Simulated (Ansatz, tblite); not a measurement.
**Ligand exchange: SnH3Br + C2H6Si → SiH3(SnH3) + C2H3Br**

Species: SnH3Br `[Br][SnH3]`, singlet; C2H6Si (vinylsilane) `C=C[SiH3]`, singlet; SiH3(SnH3), singlet; C2H3Br (vinyl bromide) `C=CBr`, singlet. The partners trade Br for SiH3: Sn–Br and C–SiH3 bonds give way to Sn–SiH3 and C–Br.

Shapes, held fixed at every level: PBE0-D4/def2-TZVP. Programs: Ansatz 0.2.0, tblite 0.8.0. The zero-point and thermal change to 298 K, harmonic and unscaled (PBE0-D4/def2-TZVP), is -2.4 kJ/mol.

| level | kind | ΔH(298 K) (kJ/mol) | less CCSD(T)/def2-TZVPP |
| --- | --- | --- | --- |
| GFN2-xTB | semi-empirical | +93.0 | -25.1 |
| SPW92/def2-TZVPP | LDA | +98.6 | -19.5 |
| r2SCAN-D4/def2-TZVPP | meta-GGA | +119.1 | +1.0 |
| PBE0-D4/def2-TZVPP | global hybrid | +114.8 | -3.3 |
| B2PLYP/def2-TZVPP | double hybrid | +123.6 | +5.5 |
| MP2/def2-SVP | perturbation theory | +131.4 | +13.3 |
| MP2/def2-TZVPP | perturbation theory | +121.2 | +3.1 |
| CCSD/def2-TZVPP | coupled cluster or CI | +121.8 | +3.7 |
| CCSD(T)/def2-TZVPP | coupled cluster or CI | +118.1 | 0.0 |

The highest level, CCSD(T)/def2-TZVPP, gives ΔH(298 K) = +118.1 kJ/mol; the levels span +93.0 to +131.4. The column of differences is taken from that level and isn't an error. No measured value is set beside it here. For atoms past krypton def2 sets carry core potentials with scalar relativity. Relativity is left out for Br unless named. Correlated rows may include outer-core shells of Br, Sn, which these sets cover unevenly.

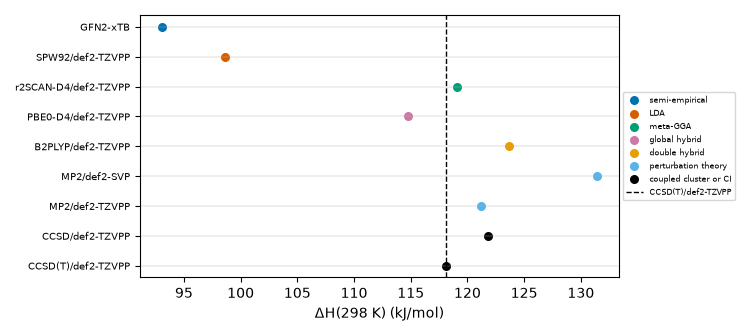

The values of the table, level by level.
